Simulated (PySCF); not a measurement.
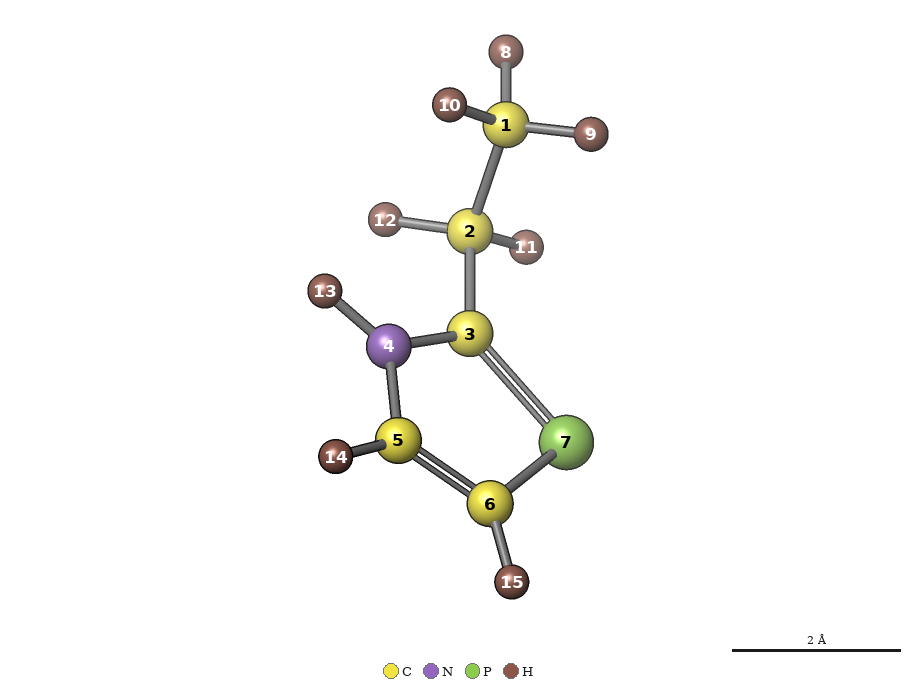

Orthographic view. Distant atoms are faded towards the background colour. Computed geometry: PBE0-D3(BJ)/def2-SVP optimisation. No frequency run is at hand to confirm it as a minimum.

Write a MOL file (V2000) with the atoms in numerical order, bonds sorted by atom number with the orders drawn, and coordinates in the frame of the picture: x right, y up, z towards the viewer, origin at the mean position.

```
C5H8NP
                    3D

 15 15  0  0  0  0  0  0  0  0999 V2000
    0.5300    2.1000   -0.5200 C   0  0  0  0  0  0  0  0  0  0  0  0
    0.1000    0.8200   -1.2500 C   0  0  0  0  0  0  0  0  0  0  0  0
    0.1000   -0.3900   -0.3700 C   0  0  0  0  0  0  0  0  0  0  0  0
   -0.8600   -0.5500    0.5700 N   0  0  0  0  0  0  0  0  0  0  0  0
   -0.7500   -1.6600    1.3500 C   0  0  0  0  0  0  0  0  0  0  0  0
    0.3400   -2.4200    1.0100 C   0  0  0  0  0  0  0  0  0  0  0  0
    1.2500   -1.6900   -0.3300 P   0  0  0  0  0  0  0  0  0  0  0  0
    0.5300    2.9600   -1.2000 H   0  0  0  0  0  0  0  0  0  0  0  0
    1.5500    1.9800   -0.1100 H   0  0  0  0  0  0  0  0  0  0  0  0
   -0.1400    2.3300    0.3200 H   0  0  0  0  0  0  0  0  0  0  0  0
    0.7700    0.6400   -2.1000 H   0  0  0  0  0  0  0  0  0  0  0  0
   -0.9000    0.9700   -1.6800 H   0  0  0  0  0  0  0  0  0  0  0  0
   -1.6300    0.1100    0.6800 H   0  0  0  0  0  0  0  0  0  0  0  0
   -1.5000   -1.8600    2.1200 H   0  0  0  0  0  0  0  0  0  0  0  0
    0.6000   -3.3500    1.5100 H   0  0  0  0  0  0  0  0  0  0  0  0
  1  2  1  0
  1  8  1  0
  1  9  1  0
  1 10  1  0
  2  3  1  0
  2 11  1  0
  2 12  1  0
  3  4  1  0
  3  7  2  0
  4  5  1  0
  4 13  1  0
  5  6  2  0
  5 14  1  0
  6  7  1  0
  6 15  1  0
M  END
```
